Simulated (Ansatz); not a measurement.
CH6OSn: several calculations on one system

Part 1: Relaxation

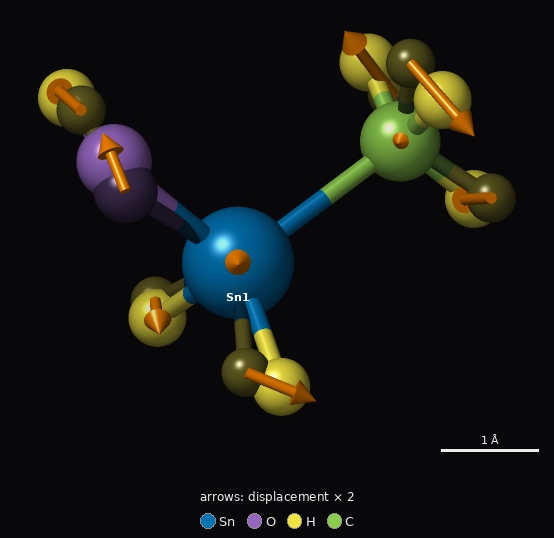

This is a relaxation of CH6OSn. The starting structure is drawn faded, the final one solid; orange arrows show the displacements, 2 times their true length. The two geometries are superimposed by the best rigid fit.

A ball-and-stick model, seen at a tilt.

The run prepares an end point of a later path (reaction) calculation, from a guessed geometry.

Computed with RKS B3LYP-D4/def2-SVP (Ansatz). Settings: no spin polarisation; force threshold 0.03 eV/Å; at most 50 steps.

**Which element moves most?**

Hydrogen: up to 0.57 Å, against 0.34 Å for oxygen.

**Describe the change and its energy.**

The largest move after the best rigid fit is that of an H atom, 0.57 Å. Largest moves by element: H 0.57 Å, O 0.34 Å, Sn 0.18 Å, C 0.08 Å. Some distances before and after: O–Sn 1.971 → 2.007 Å, H–Sn 1.723 → 1.729 Å, C–Sn 2.169 → 2.165 Å. Among the angles between lasting bonds that change: O–Sn–H 75.2° → 102.2°, H–Sn–C 119.8° → 112.5°, H–Sn–H 118.5° → 112.0°. Groups turn about C–Sn by about 30°. Over 18 accepted moves (22 points after the start) the energy falls by 46.3 kJ/mol. The largest force component goes from 1.6 to 0.0029 eV/Å. The line search rejected the trial steps at points 7, 9, 16, 18 of the run. The forces were under the threshold at step 6, but the run went on from there.

Part 2: Relaxation

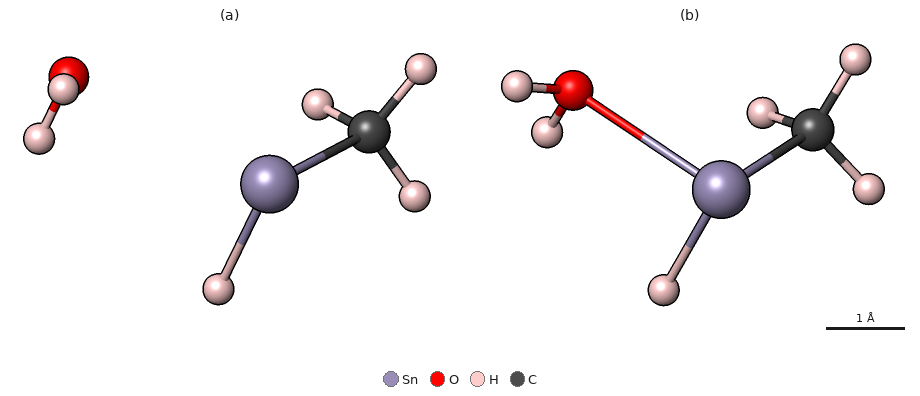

The structure of CH6OSn before (left) and after (right) a relaxation, at one scale.

Style: ball-and-stick. Shown from a free direction.

The run prepares an end point of a later path (reaction) calculation, from a guessed geometry.

Computed with Ansatz 0.2.0, RKS B3LYP-D4/def2-SVP.

The input:
```yaml
crystal:
  periodic: [false, false, false]
  atoms:
    - { symbol: Sn, position_ang: [0.084145, -0.104333, -1.060601] }
    - { symbol: O, position_ang: [1.441003, 0.21708, 1.754715] }
    - { symbol: H, position_ang: [0.859953, -0.410873, 2.213354] }
    - { symbol: H, position_ang: [1.988579, -0.36191, 1.172807] }
    - { symbol: C, position_ang: [-1.127426, 1.748791, -0.915061] }
    - { symbol: H, position_ang: [-2.174661, 1.555598, -1.198861] }
    - { symbol: H, position_ang: [-1.119123, 2.062523, 0.142339] }
    - { symbol: H, position_ang: [-0.719275, 2.557531, -1.538013] }
    - { symbol: H, position_ang: [-1.098495, -1.040307, -0.074979] }
basis:
  gaussian: { orbitals: def2-SVP }
hamiltonian:
  xc: b3lyp
  dispersion: d4
relax:
  f_tol: 0.03
  max_steps: 50
```

Command:
```bash
ansatz run input.yaml --threads 2 --pin off --max-ram 3072MiB --backend cpu --events-out ev --progress --plain --runs-dir out
```

### Summarise the run.

Over 13 accepted moves (14 points after the start) the energy falls by 31.3 kJ/mol. Largest force component: 0.93 eV/Å at the start, 0.028 eV/Å at the end. The line search rejected the trial step at point 13 of the run. The largest moves after the best rigid fit, 0.64 Å, are those of O2 and H3. Largest moves by element: H 0.64 Å, O 0.64 Å, C 0.21 Å, Sn 0.14 Å. Among the contacts that change: Sn1–O2 3.142 → 2.482 Å, O2–H4 0.987 → 0.968 Å, Sn1–C5 2.219 → 2.234 Å, Sn1–H9 1.802 → 1.812 Å. New bonds form, among them: Sn1–O2 (3.14 → 2.48 Å). Bond angles that change, for instance: Sn1–C5–H7 107.2° → 111.0°. The run took 21 s on 2 threads of Intel(R) Xeon(R) 6975P-C (Granite Rapids), with other jobs on the host, peak memory 0.19 GiB.

Limits of the set-up: the start holds two separate molecules, 2.9 Å apart at their closest, whose relative position is a soft coordinate.

Part 3: Path

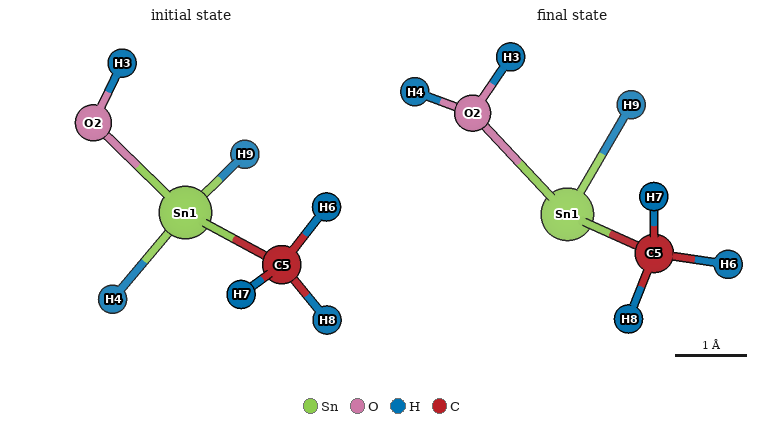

The two relaxed end points of a path for CH₆OSn. A ball-and-stick model, seen from a free direction.

These are results of RKS B3LYP-D4/def2-SVP (Ansatz 0.2.0), not measurements.

Set-up: 5 movable images; climbing image; force threshold 0.03 eV/Å; iteration limit 60.

Start:
```xyz
9

Sn    0.3563    0.0329   -0.0305
O     0.5140   -0.0197    1.9693
H    -0.3064   -0.2990    2.3975
H     1.9924    0.2071   -0.5197
C    -0.8678    1.7218   -0.6112
H    -1.9032    1.5773   -0.2699
H    -0.4618    2.6383   -0.1597
H    -0.8630    1.8257   -1.7066
H    -0.3259   -1.4603   -0.5735
```

End:
```xyz
9

Sn    0.1113   -0.2088   -1.0318
O     1.2452    0.2694    1.1233
H     0.6085   -0.0102    1.7977
H     2.0221   -0.2927    1.2556
C    -1.0579    1.6686   -0.7163
H    -2.0721    1.5367   -1.1315
H    -1.1603    1.8936    0.3579
H    -0.5816    2.5249   -1.2184
H    -0.9805   -1.1574    0.0591
```

Predict the minimum-energy path and its barrier.

Answer. The energy climbs by 1.95 eV to image 4 and then falls by 1.89 eV, so the end point sits at +0.06 eV. A hydrogen atom shifts from one atom to another. Breaking: Sn1–H4 (1.72 → 1.77 at the top → 2.98 Å). Forming: O2–H4 (2.90 → 1.55 at the top → 0.97 Å). The band is converged. At the top, the vibrational analysis gives one imaginary mode (1229i cm⁻¹), as a transition state must have.

Energies of the converged images:

| image | path (Å) | E (eV) |
| --- | --- | --- |
| 0 | 0.00 | 0.000 |
| 1 | 1.22 | 0.010 |
| 2 | 2.44 | 0.007 |
| 3 | 3.66 | 0.029 |
| 4 | 4.89 | 1.952 |
| 5 | 5.85 | 0.141 |
| 6 | 6.81 | 0.061 |

The geometry at the top of the path:

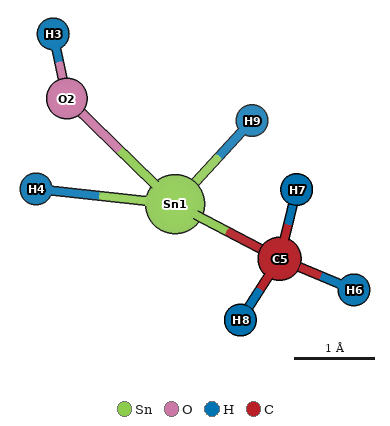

The run took 2.7 min on 2 threads of Intel(R) Xeon(R) 6975P-C (Granite Rapids) (shared host), peak memory 0.19 GiB.
